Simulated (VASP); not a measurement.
Band structure of InSe (space group P6_3/mmc). Level of theory: PBE GGA, VASP's PBE PAW potentials (set 64) (plane waves; VASP).

Unless said otherwise, spin-orbit coupling is left out, though it shifts the bands of the heavy elements here.

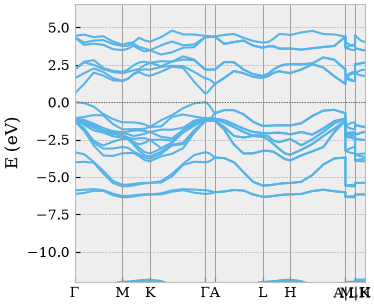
Figure: Bands along high-symmetry lines, zero at the valence-band maximum or, without a gap, the Fermi level

Read the plot: is there a gap, and where are the band edges?

The gap is direct, 0.57 eV, from the valence maximum at Γ to the conduction minimum at Γ.

The structure comes from a computed database's InSe entry, a phase known from measurement. The cell was not relaxed at this level.
